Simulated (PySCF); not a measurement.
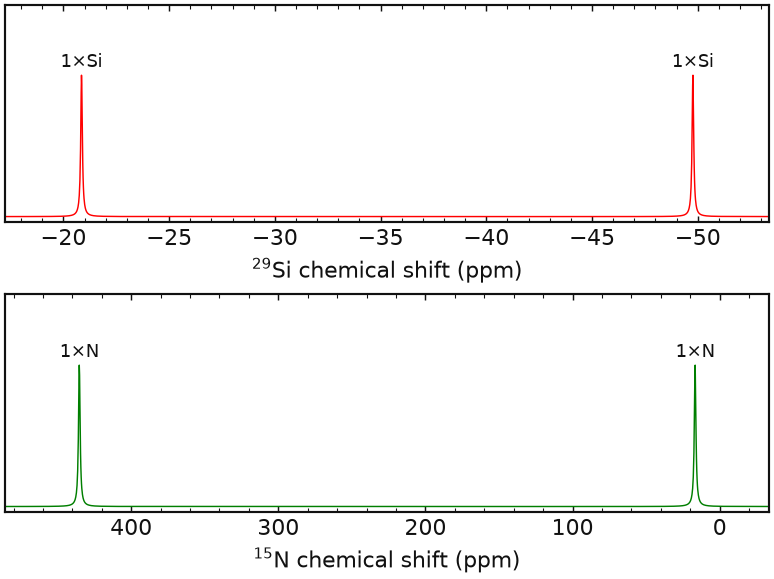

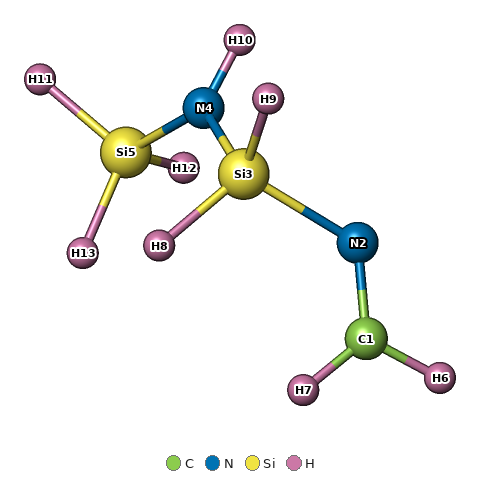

Spectrum and numbered structure of CH₈N₂Si₂, SMILES C=N[SiH2]N[SiH3]. GIAO shifts, mPW1PW91/pcSseg-1 in PySCF 2.14.0, at a PBE0-D3(BJ)/def2-SVP geometry (no frequency check), against TMS for ²⁹Si and NH₃ for ¹⁵N computed at the same level (¹⁵N: a single molecule, while the usual scales start at liquid NH₃ or nitromethane; multiply bonded nitrogen can come out tens of ppm too deshielded). Gas phase, fully decoupled, line heights follow the number of nuclei, widths are arbitrary (no quadrupolar broadening); values of one conformer, averaged over nuclei that symmetry, rotation about single bonds or inversion at nitrogen exchange, these motions taken as fast; other conformers aren't averaged in.

> Assign the ²⁹Si signals to the numbered atoms.

```csv
δ (ppm),nuclei,atoms
−20.9,1,Si3
−49.8,1,Si5
```

> Assign the ¹⁵N signals to the numbered atoms.

```tsv
δ (ppm)	nuclei	atoms
435.3	1	N2
16.7	1	N4
```
